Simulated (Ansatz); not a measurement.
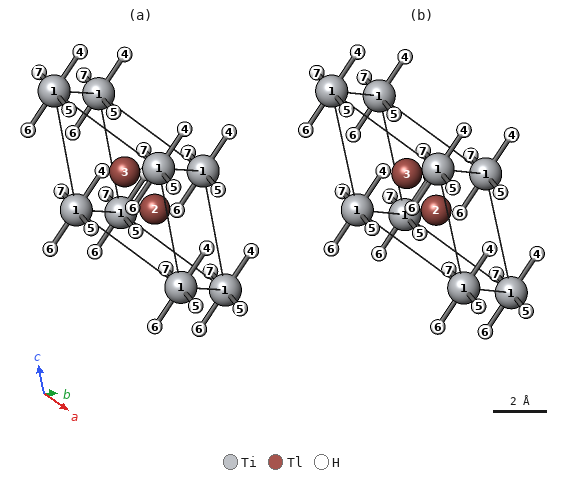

The structure of a crystal of TiTl2H4 (built on the YTi2Ga4 type) (coarse preliminary run) before (left) and after (right) a relaxation, at one scale.

The picture is a ball-and-stick view of the cell of the calculation, seen from a free direction.

Case: YTi2Ga4 type (I4/mmm, No. 139).

The calculation used Ansatz 0.2.0, DFT PBE, scalar-relativistic, plane waves, PAW. Settings: plane-wave cutoff 420 eV; k-point mesh 6 × 6 × 6; occupations gaussian; smearing width 0.1 eV; no spin polarisation; cell and atoms relaxed; force threshold 0.04 eV/Å; at most 70 steps.

What changed between the two?

Answer. The largest moves relative to the cell, 0.023 Å, are those of H4, H5, H6 and H7. H5 goes along [1 −1 0]. Tl and Ti stay in place. The drawn cell changes as follows: a = b = c 5.208 → 5.248 Å (+0.8 %), α 119.9° → 121.6°, β 119.9° → 121.6°, γ 90.2° → 87.3°; the volume changes by −0.4 %. Among the contacts that change: Ti1–H4 1.834 → 1.824 Å. The space group stays I4/mmm (No. 139). After 2 accepted moves (3 points after the start) the energy has fallen by 12.8 meV per cell of the calculation. The largest force component goes from 0.031 to 0.008 eV/Å. The pressure goes from −0.03 to 0.05 GPa. At 1 point the geometry stayed and the basis and grid were re-selected for the new cell (energy shift of 0.1 meV per cell of the calculation at most each time). The run took 27 s on 1 thread of Arm Neoverse V1, on a shared host, peak memory 0.41 GiB.

Limits of the set-up: layers or molecules are held without a dispersion correction, so their spacing is unreliable.
